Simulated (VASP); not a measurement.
# PbC2: the band gap up a ladder of functionals, part 6 of 8

Wanted: bands and gap of PbC2 from one functional after another. The cell is invented: it takes the structure of a Materials Project entry for CaC2 (space group 139 there), with some of its atoms replaced by other elements, volume scaled by an estimate. It may not be a known or stable phase. LASPH is on for some levels and off for others; the table marks which.

VASP 6.6.1, plane waves and PAW; the level of theory is named at each step.

Still holding for the runs below: Spin-orbit coupling is off here; with elements this heavy it splits and shifts levels by tenths of an eV or more.

So far, least gap on mesh and path (eV): step 3 (bands, level PBE, k 5×5×5) 1.81; step 7 (bands, level TB-mBJ, k 5×5×5) 2.34; step 9 (bands, level HSE06, k 5×5×5) 2.50; step 10 (bands, level BLYP, k 5×5×5) 1.92; step 11 (bands, level TPSS, k 5×5×5) 1.86. The relaxed cell has a = 4.128, c = 6.755 Å (conventional setting).

### Step 13. Bands with r2SCAN-EpsX, k 5×5×5

This step: r2SCAN-EpsX, exact-exchange share 1/7.131; plane waves and PAW (Pb_d, C); invented cell (VASP 6.6.1).

Here the share of exact exchange is set to the inverse of the computed dielectric constant, since screening weakens exchange.

INCAR

```
SYSTEM = PbC2
PREC = Accurate
ENCUT = 520
EDIFF = 1E-06
NELM = 100
ISMEAR = 0
SIGMA = 0.02
LREAL = .FALSE.
ALGO = Normal
LHFCALC = .TRUE.
AEXX = 0.14
METAGGA = R2SCAN
LASPH = .TRUE.
PRECFOCK = Fast
HFRCUT = -1
LORBIT = 11
LWAVE = .FALSE.
LCHARG = .FALSE.
KPAR = 4
```

POSCAR

```
PbC2
1.0
   -2.0641848795      2.0641848795      3.3773085415
    2.0641848795     -2.0641848795      3.3773085415
    2.0641848795      2.0641848795     -3.3773085415
Pb C
1 2
Direct
    0.0000000000      0.0000000000      0.0000000000
    0.5940435273      0.5940435273      0.0000000000
    0.4059564727      0.4059564727      0.0000000000
```

KPOINTS

```
Automatic mesh
0
Gamma
5 5 5
0 0 0
```

KPOINTS_OPT

```
Line mode
6
Line-mode
Reciprocal
  0.00000000   0.00000000   0.00000000 GAMMA
  0.00000000   0.00000000   0.50000000 X

  0.00000000   0.00000000   0.50000000 X
 -0.18677800   0.18677800   0.50000000 Y

 -0.18677800   0.18677800   0.50000000 Y
 -0.34338900   0.34338900   0.34338900 S

 -0.34338900   0.34338900   0.34338900 S
  0.00000000   0.00000000   0.00000000 GAMMA

  0.00000000   0.00000000   0.00000000 GAMMA
  0.50000000   0.50000000  -0.50000000 Z

  0.50000000   0.50000000  -0.50000000 Z
  0.34338900   0.65661100  -0.34338900 S1

  0.34338900   0.65661100  -0.34338900 S1
  0.00000000   0.50000000   0.00000000 N

  0.00000000   0.50000000   0.00000000 N
  0.25000000   0.25000000   0.25000000 P

  0.25000000   0.25000000   0.25000000 P
  0.50000000   0.50000000  -0.18677800 Y1

  0.50000000   0.50000000  -0.18677800 Y1
  0.50000000   0.50000000  -0.50000000 Z

  0.00000000   0.00000000   0.50000000 X
  0.25000000   0.25000000   0.25000000 P
```

The projector-augmented-wave data sets are Pb_d and C (PBE family, release 64).

On the command line:

```sh
$ mpirun -np 4 vasp_std
```

Numbers of over 12 decimals in the logs are rounded to 6 here.

The log of the run:

```text
[banner, memory and clock lines left out]
running    4 mpi-ranks, on    1 nodes
[...]
[... a notice as in an earlier step ...]

 LDA part: xc-table for (None), standard interpolation
 found WAVECAR, reading the header
 POSCAR, INCAR and KPOINTS ok, starting setup
[...]
HFRCUT set to (new)   11.976128
 reading WAVECAR
 the WAVECAR file was read successfully
 initial charge from wavefunction
 entering main loop
       N       E                     dE             d eps       ncg     rms          rms(c)
DAV:   1    -0.677855877306E+02   -0.67786E+02   -0.74023E-01   589   0.110E+01    0.844E-01
DAV:   2    -0.677894518923E+02   -0.38642E-02   -0.32213E-02   743   0.167E+00    0.504E-01
DAV:   3    -0.677894703721E+02   -0.18480E-04   -0.22020E-03   849   0.617E-01    0.295E-01
DAV:   4    -0.677894669101E+02    0.34620E-05   -0.31498E-04   799   0.228E-01    0.178E-01
[...]
DAV:   8    -0.677895205606E+02   -0.44465E-05   -0.30965E-06   582   0.203E-02    0.235E-02
DAV:   9    -0.677895226668E+02   -0.21062E-05   -0.11679E-06   340   0.125E-02    0.143E-02
DAV:  10    -0.677895236405E+02   -0.97372E-06   -0.74590E-07   291   0.956E-03
   1 F= -.67789524E+02 E0= -.67789524E+02  d E =-.128651E-16
 Start KPOINTS_OPT (optional k-point list driver)
k-point batch [1-18\66]
       N       E                     dE             ncg
DAV:   1     0.562605020308E+03   -0.10410E+05      548
DAV:   2    -0.290797291627E+04   -0.34706E+04      638
DAV:   3    -0.322135577508E+04   -0.31338E+03      666
DAV:   4    -0.323302782704E+04   -0.11672E+02      713
DAV:   5    -0.323330804119E+04   -0.28021E+00      803
DAV:   6    -0.323332199604E+04   -0.13955E-01      883
DAV:   7    -0.323332214719E+04   -0.15116E-03      788
DAV:   8    -0.323332214876E+04   -0.15668E-05      623
DAV:   9    -0.323332214900E+04   -0.23598E-06      620
[...]
k-point batch [55-66\66]
       N       E                     dE             ncg
DAV:   1     0.485671201700E+04   -0.83628E+04      360
DAV:   2     0.256442082669E+04   -0.22923E+04      423
DAV:   3     0.235233674931E+04   -0.21208E+03      402
DAV:   4     0.234329102313E+04   -0.90457E+01      488
DAV:   5     0.234303752113E+04   -0.25350E+00      576
DAV:   6     0.234303036019E+04   -0.71609E-02      576
DAV:   7     0.234303028258E+04   -0.77605E-04      576
DAV:   8     0.234303028172E+04   -0.86527E-06      440
```

Run time: 10 min. Hardware: 4 MPI ranks of Intel Xeon 6975P-C (Granite Rapids), shared host; peak memory 1 GiB.

Parts of OUTCAR (step 13):

```text
 POSITION                                       TOTAL-FORCE (eV/Angst)
 -----------------------------------------------------------------------------------
      0.00000      0.00000      0.00000        -0.000000     -0.000000      0.000000
      0.00000      0.00000      4.01254         0.000000      0.000000     -0.900590
      0.00000      0.00000      2.74208        -0.000000     -0.000000      0.900590
 -----------------------------------------------------------------------------------
    total drift:                                0.000001      0.000000     -0.000000

  FREE ENERGIE OF THE ION-ELECTRON SYSTEM (eV)
  ---------------------------------------------------
  free  energy   TOTEN  =       -67.7895236405 eV

  energy  without entropy=      -67.7895236405  energy(sigma->0) =      -67.78952364

[... 2 parts as in an earlier step ...]

[... 1 further part left out ...]
[key lines of the parts left out:]
E-fermi :   3.0751
```

The electronic bands at the labelled points (eV, zero at the valence-band top; v1 is the highest filled band, c1 the lowest empty one):

| point | v4 | v3 | v2 | v1 | c1 | c2 |
| --- | --- | --- | --- | --- | --- | --- |
| Γ | -4.42 | -2.59 | -2.59 | -0.25 | 4.95 | 5.10 |
| X | -5.43 | -4.94 | -3.66 | -0.71 | 3.20 | 6.05 |
| Y | -5.98 | -4.52 | -2.24 | -0.69 | 3.78 | 4.45 |
| S | -6.40 | -2.83 | -2.08 | -1.29 | 4.47 | 4.52 |
| Γ | -4.42 | -2.59 | -2.59 | -0.25 | 4.95 | 5.10 |
| Z | -7.00 | -3.44 | -3.44 | -0.95 | 6.46 | 6.80 |
| S1 | -6.40 | -2.83 | -2.08 | -1.29 | 4.47 | 4.52 |
| N | -4.07 | -3.39 | -2.27 | -0.77 | 2.76 | 4.05 |
| P | -4.37 | -4.37 | -3.52 | -2.82 | 4.49 | 4.49 |
| Y1 | -5.98 | -4.52 | -2.24 | -0.69 | 3.78 | 4.45 |
| Z | -7.00 | -3.44 | -3.44 | -0.95 | 6.46 | 6.80 |
| jump to X | -5.43 | -4.94 | -3.66 | -0.71 | 3.20 | 6.05 |
| P | -4.37 | -4.37 | -3.52 | -2.82 | 4.49 | 4.49 |

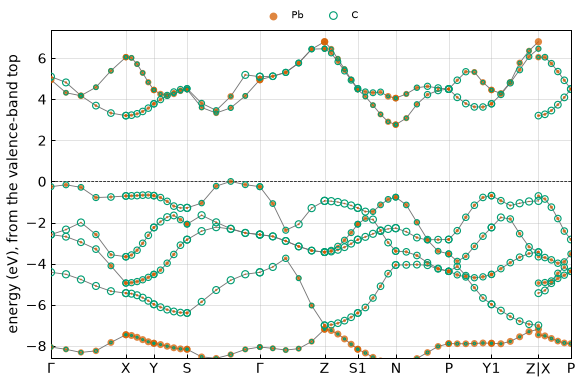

Electronic bands along the path; dots are coloured as in the legend, and their area grows with the weight.

The gap is 2.76 eV, indirect. Against PBE that is +0.96 eV; this run took 49 times the core time, on fewer points of the path.

### Step 14. Bands with r2SCAN50, k 5×5×5

This step: r2SCAN50; plane waves and PAW (Pb_d, C); invented cell (VASP 6.6.1).

r2SCAN50 takes half of its exchange as exact exchange. A prediction first. If the gap is linear in the share of exact exchange, r2SCAN (2.08 eV at 0) and r2SCAN-EpsX (2.76 eV at 0.140) give a slope of 4.88 eV per unit share, so a share of 0.500 should give 4.52 eV.

INCAR, as its differences from that of step 13:

```diff
@@ -10,3 +10,3 @@
 LHFCALC = .TRUE.
-AEXX = 0.14
+AEXX = 0.5
 METAGGA = R2SCAN
```

POSCAR is that of step 13.

KPOINTS is that of step 13.

KPOINTS_OPT is that of step 13.

On the command line:

```sh
$ mpirun -np 4 vasp_std
```

The log of the run:

```text
[... set-up lines as in an earlier step ...]
 entering main loop
       N       E                     dE             d eps       ncg     rms          rms(c)
DAV:   1    -0.554233862858E+02   -0.55423E+02   -0.23773E+00   576   0.191E+01    0.142E+00
DAV:   2    -0.554794888375E+02   -0.56103E-01   -0.19829E-01   722   0.297E+00    0.102E+00
DAV:   3    -0.554795390260E+02   -0.50189E-04   -0.20121E-02   668   0.125E+00    0.602E-01
DAV:   4    -0.554780950577E+02    0.14440E-02   -0.27757E-03   681   0.680E-01    0.351E-01
[...]
DAV:   9    -0.554771708257E+02    0.65888E-05   -0.10706E-05   638   0.313E-02    0.207E-02
DAV:  10    -0.554771695050E+02    0.13206E-05   -0.42390E-06   638   0.169E-02    0.112E-02
DAV:  11    -0.554771692695E+02    0.23553E-06   -0.87877E-07   431   0.840E-03
   1 F= -.55477169E+02 E0= -.55477169E+02  d E =-.794558E-25
 Start KPOINTS_OPT (optional k-point list driver)
k-point batch [1-18\66]
       N       E                     dE             ncg
DAV:   1     0.562955809730E+03   -0.10409E+05      548
DAV:   2    -0.373529036003E+04   -0.42982E+04      603
DAV:   3    -0.419022682166E+04   -0.45494E+03      638
DAV:   4    -0.421435237803E+04   -0.24126E+02      666
[...]
DAV:   8    -0.421516420591E+04   -0.28750E-04      557
DAV:   9    -0.421516420754E+04   -0.16301E-05      473
DAV:  10    -0.421516420769E+04   -0.15378E-06      494
[...]
k-point batch [55-66\66]
       N       E                     dE             ncg
DAV:   1     0.478348731465E+04   -0.84360E+04      367
DAV:   2     0.202970908391E+04   -0.27538E+04      381
DAV:   3     0.170759232611E+04   -0.32212E+03      409
DAV:   4     0.168537741949E+04   -0.22215E+02      459
[...]
DAV:   8     0.168461853856E+04   -0.24851E-04      429
DAV:   9     0.168461853753E+04   -0.10278E-05      334
DAV:  10     0.168461853747E+04   -0.61938E-07      334
```

The job ended after 12 min (4 MPI ranks; peak memory 1 GiB; 46 min of CPU time).

Parts of OUTCAR (step 14):

```text
 POSITION                                       TOTAL-FORCE (eV/Angst)
 -----------------------------------------------------------------------------------
      0.00000      0.00000      0.00000        -0.000000     -0.000000      0.000000
      0.00000      0.00000      4.01254         0.000000      0.000000     -1.753801
      0.00000      0.00000      2.74208        -0.000000     -0.000000      1.753801
 -----------------------------------------------------------------------------------
    total drift:                                0.000002      0.000001     -0.000000

  FREE ENERGIE OF THE ION-ELECTRON SYSTEM (eV)
  ---------------------------------------------------
  free  energy   TOTEN  =       -55.4771692695 eV

  energy  without entropy=      -55.4771692695  energy(sigma->0) =      -55.47716927

[... 2 parts as in an earlier step ...]

[... 1 further part left out ...]
[key lines of the parts left out:]
E-fermi :   2.1086
```

Electronic bands along the path, in eV, zero at the valence-band top; v1 is the highest filled band, c1 the lowest empty one:

| point | v4 | v3 | v2 | v1 | c1 | c2 |
| --- | --- | --- | --- | --- | --- | --- |
| Γ | -5.22 | -2.92 | -2.92 | -0.46 | 6.97 | 7.46 |
| X | -6.37 | -5.60 | -4.14 | -1.15 | 5.22 | 8.21 |
| Y | -6.98 | -5.13 | -2.66 | -0.97 | 5.89 | 6.48 |
| S | -7.45 | -3.19 | -2.22 | -1.88 | 6.48 | 6.71 |
| Γ | -5.22 | -2.92 | -2.92 | -0.46 | 6.97 | 7.46 |
| Z | -7.80 | -3.89 | -3.89 | -1.54 | 8.63 | 8.65 |
| S1 | -7.45 | -3.19 | -2.22 | -1.88 | 6.48 | 6.71 |
| N | -4.76 | -4.18 | -2.55 | -0.67 | 4.58 | 6.08 |
| P | -4.95 | -4.95 | -4.03 | -3.58 | 6.70 | 6.70 |
| Y1 | -6.98 | -5.13 | -2.66 | -0.97 | 5.89 | 6.48 |
| Z | -7.80 | -3.89 | -3.89 | -1.54 | 8.63 | 8.66 |
| jump to X | -6.37 | -5.60 | -4.14 | -1.15 | 5.22 | 8.21 |
| P | -4.95 | -4.95 | -4.03 | -3.58 | 6.70 | 6.70 |

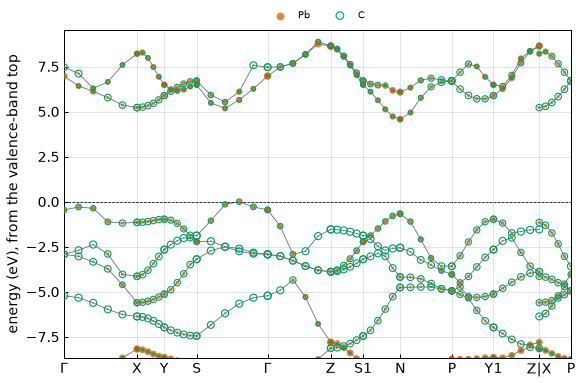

Electronic bands along the path; dots are coloured as in the legend, and their area grows with the weight.

The gap is 4.58 eV, indirect. Against PBE that is +2.77 eV; this run took 54 times the core time, on fewer points of the path. The straight line predicted 4.52 eV, which is -0.06 eV off.

### Step 15. Bands with PBE-EpsX, k 5×5×5

This step: PBE-EpsX, exact-exchange share 1/7.131; plane waves and PAW (Pb_d, C); invented cell (VASP 6.6.1).

Here the share of exact exchange is set to the inverse of the computed dielectric constant, since screening weakens exchange.

INCAR, as its differences from that of step 14:

```diff
@@ -10,4 +10,4 @@
 LHFCALC = .TRUE.
-AEXX = 0.5
-METAGGA = R2SCAN
+AEXX = 0.14
+GGA = PE
 LASPH = .TRUE.
```

POSCAR is that of step 14.

KPOINTS is that of step 14.

KPOINTS_OPT is that of step 14.

On the command line:

```sh
$ mpirun -np 4 vasp_std
```

The log of the run:

```text
[banner, memory and clock lines left out]
running    4 mpi-ranks, on    1 nodes
[...]
LDA part: xc-table for (Slater+PW92), standard interpolation
 found WAVECAR, reading the header
 POSCAR, INCAR and KPOINTS ok, starting setup
[...]
HFRCUT set to (new)   11.976128
 reading WAVECAR
 the WAVECAR file was read successfully
 initial charge from wavefunction
 entering main loop
       N       E                     dE             d eps       ncg     rms          rms(c)
DAV:   1    -0.209138304195E+02   -0.20914E+02   -0.22902E-01   666   0.522E+00    0.390E-01
DAV:   2    -0.209159185554E+02   -0.20881E-02   -0.14118E-02   764   0.869E-01    0.235E-01
DAV:   3    -0.209157663559E+02    0.15220E-03   -0.57941E-04   866   0.267E-01    0.134E-01
DAV:   4    -0.209156975375E+02    0.68818E-04   -0.83025E-05   815   0.992E-02    0.767E-02
DAV:   5    -0.209156805580E+02    0.16980E-04   -0.20705E-05   715   0.478E-02    0.437E-02
DAV:   6    -0.209156759477E+02    0.46103E-05   -0.37078E-06   687   0.231E-02    0.249E-02
DAV:   7    -0.209156749919E+02    0.95586E-06   -0.10990E-06   361   0.128E-02
   1 F= -.20915675E+02 E0= -.20915675E+02  d E =-.142853E-18
 Start KPOINTS_OPT (optional k-point list driver)
k-point batch [1-18\66]
       N       E                     dE             ncg
DAV:   1     0.646309683618E+03   -0.10326E+05      548
DAV:   2    -0.272558817780E+04   -0.33719E+04      631
DAV:   3    -0.303826889331E+04   -0.31268E+03      666
DAV:   4    -0.305060423408E+04   -0.12335E+02      713
DAV:   5    -0.305089901699E+04   -0.29478E+00      795
DAV:   6    -0.305091353428E+04   -0.14517E-01      884
DAV:   7    -0.305091369548E+04   -0.16120E-03      780
DAV:   8    -0.305091369712E+04   -0.16365E-05      623
DAV:   9    -0.305091369737E+04   -0.25079E-06      606
[...]
k-point batch [55-66\66]
       N       E                     dE             ncg
DAV:   1     0.491228838613E+04   -0.83072E+04      360
DAV:   2     0.268292297373E+04   -0.22294E+04      423
DAV:   3     0.247470786023E+04   -0.20822E+03      409
DAV:   4     0.246543550272E+04   -0.92724E+01      481
DAV:   5     0.246517268031E+04   -0.26282E+00      584
DAV:   6     0.246516655236E+04   -0.61279E-02      568
DAV:   7     0.246516648500E+04   -0.67355E-04      584
DAV:   8     0.246516648424E+04   -0.76635E-06      432
```

Run time: 9.9 min. Hardware: 4 MPI ranks; peak memory 0.96 GiB; 39 min of CPU time.

OUTCAR, selected parts (step 15):

```text
 POSITION                                       TOTAL-FORCE (eV/Angst)
 -----------------------------------------------------------------------------------
      0.00000      0.00000      0.00000        -0.000000     -0.000000      0.000000
      0.00000      0.00000      4.01254         0.000000      0.000000     -0.478700
      0.00000      0.00000      2.74208        -0.000000     -0.000000      0.478700
 -----------------------------------------------------------------------------------
    total drift:                                0.000000      0.000000     -0.000000

  FREE ENERGIE OF THE ION-ELECTRON SYSTEM (eV)
  ---------------------------------------------------
  free  energy   TOTEN  =       -20.9156749919 eV

  energy  without entropy=      -20.9156749919  energy(sigma->0) =      -20.91567499

[... 2 parts as in an earlier step ...]

[... 1 further part left out ...]
[key lines of the parts left out:]
E-fermi :   3.1941
```

Electronic bands along the path, in eV, zero at the valence-band top; v1 is the highest filled band, c1 the lowest empty one:

| point | v4 | v3 | v2 | v1 | c1 | c2 |
| --- | --- | --- | --- | --- | --- | --- |
| Γ | -4.15 | -2.56 | -2.56 | -0.21 | 4.65 | 4.83 |
| X | -5.17 | -4.88 | -3.63 | -0.65 | 3.02 | 5.72 |
| Y | -5.71 | -4.47 | -2.21 | -0.67 | 3.57 | 4.16 |
| S | -6.14 | -2.80 | -2.10 | -1.23 | 4.19 | 4.27 |
| Γ | -4.15 | -2.56 | -2.56 | -0.21 | 4.65 | 4.83 |
| Z | -6.73 | -3.40 | -3.40 | -0.87 | 6.12 | 6.49 |
| S1 | -6.14 | -2.80 | -2.10 | -1.23 | 4.19 | 4.27 |
| N | -3.85 | -3.31 | -2.25 | -0.80 | 2.53 | 3.78 |
| P | -4.32 | -4.32 | -3.34 | -2.73 | 4.24 | 4.24 |
| Y1 | -5.71 | -4.47 | -2.21 | -0.67 | 3.57 | 4.16 |
| Z | -6.73 | -3.40 | -3.40 | -0.87 | 6.12 | 6.49 |
| jump to X | -5.17 | -4.88 | -3.63 | -0.65 | 3.02 | 5.72 |
| P | -4.32 | -4.32 | -3.34 | -2.73 | 4.24 | 4.24 |

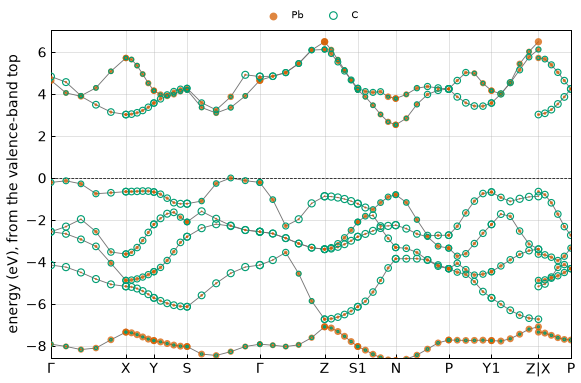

Electronic bands along the path; dots are coloured as in the legend, and their area grows with the weight.

The gap is 2.53 eV, indirect. Against PBE that is +0.73 eV; this run took 46 times the core time, on fewer points of the path.

(Continued in part 7 of 8.)

[Lines on the potential files, build, host, timing and source positions are cut from VASP's logs without a mark.]

[Logs are printed without paths, hosts, clocks, repeated set-up lines and the standing remarks that a program may print on its own settings, such as how far it seeks lower states.]

[Hosts, paths, dates, database ids (printed as entryN), source tags and the programs' standing remarks are cut or masked in the printed files.]

[A measured line is paired with the nearest computed mode of its activity, which favours agreement.]
